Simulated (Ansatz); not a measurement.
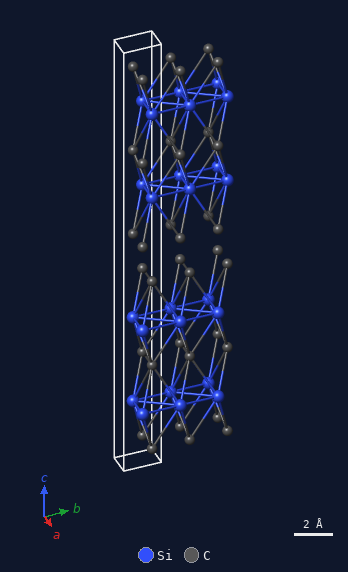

Starting structure of a crystal of Si$_{2}$C$_{3}$ (a generated structure, set up in P6_3/mmc) (coarse preliminary run). A ball-and-stick model of the cell of the calculation, repeated 2 × 3 × 1 with one cell outlined, seen slightly off an axis.

These are results of Ansatz, DFT PBE, scalar-relativistic, plane waves, PAW, not measurements.

Input
```yaml
crystal:
  lattice:
    - [2.63596702, 0.0, 0.0]
    - [-1.31798351, 2.2828144, 0.0]
    - [0.0, 0.0, 22.87837167]
  atoms:
    - { symbol: Si, position: [0.66666667, 0.33333333, 0.15] }
    - { symbol: Si, position: [0.66666667, 0.33333333, 0.35] }
    - { symbol: Si, position: [0.33333333, 0.66666667, 0.65] }
    - { symbol: Si, position: [0.33333333, 0.66666667, 0.85] }
    - { symbol: C, position: [0.66666667, 0.33333333, 0.75] }
    - { symbol: C, position: [0.66666667, 0.33333333, 0.95] }
    - { symbol: C, position: [0.66666667, 0.33333333, 0.55] }
    - { symbol: C, position: [0.33333333, 0.66666667, 0.05] }
    - { symbol: C, position: [0.33333333, 0.66666667, 0.25] }
    - { symbol: C, position: [0.33333333, 0.66666667, 0.45] }
basis:
  ecutwfc: 420
kpoints:
  mp_grid: { grid: [6, 6, 1] }
hamiltonian:
  xc: pbe
scf:
  occupations: { method: gaussian, width: 0.1 }
  lower_state_search: "off"
output:
  forces: true
  stress: true
  eigenvalues: true
relax:
  adjacent_minimum: "off"
  f_tol: 0.04
  max_steps: 70
  cell: { stress_tol: 0.4 }
```

Command:
```bash
ansatz run input.yaml --threads 1 --pin off --max-ram 2560MiB --backend cpu --events-out ev --progress --plain --runs-dir out
```

### Predict the outcome.

The energy falls by 2585 meV per atom in 19 accepted moves (20 points after the start). The largest force component goes from 0.24 to 0.014 eV/Å. The pressure goes from −19.67 to 0.09 GPa. At 1 point the geometry stayed and the basis and grid were re-selected for the new cell (energy shift of 0.3 meV per atom at most each time). The largest moves relative to the cell, 1.14 Å, are those of C6, C7, C8 and C10. C10 goes along +c. By element the largest moves are C 1.14 Å, Si 1.04 Å. The drawn cell changes as follows: a = b 2.636 → 2.617 Å (−0.7 %), c 22.878 → 22.868 Å (0.0 %); the volume changes by −1.5 %. Some distances before and after: Si1–Si2 4.576 → 2.495 Å, Si1–C8 2.748 → 4.718 Å, C6–C8 2.748 → 1.511 Å, Si1–C9 2.748 → 1.959 Å. New bonds form, among them: C6–C8 (2.75 → 1.51 Å), C7–C10 (2.75 → 1.51 Å). The space group stays P6_3/mmc (No. 194).

The structure at the end:

```
CELL_PARAMETERS angstrom
2.61707 0.00000 0.00000
-1.30854 2.26645 0.00000
0.00000 0.00000 22.86765
ATOMIC_POSITIONS crystal
Si 0.66667 0.33333 0.19545
Si 0.66667 0.33333 0.30455
Si 0.33333 0.66667 0.69545
Si 0.33333 0.66667 0.80455
C 0.66667 0.33333 0.75000
C 0.66667 0.33333 0.99998
C 0.66667 0.33333 0.50002
C 0.33333 0.66667 0.00002
C 0.33333 0.66667 0.25000
C 0.33333 0.66667 0.49998
```

The end point in the same view:

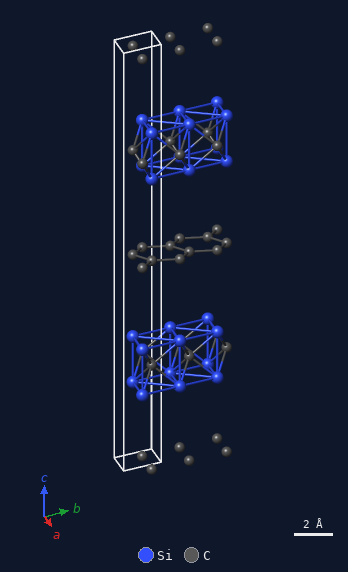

Limits of the set-up: the k-point mesh is coarse for a cell with partly filled bands.
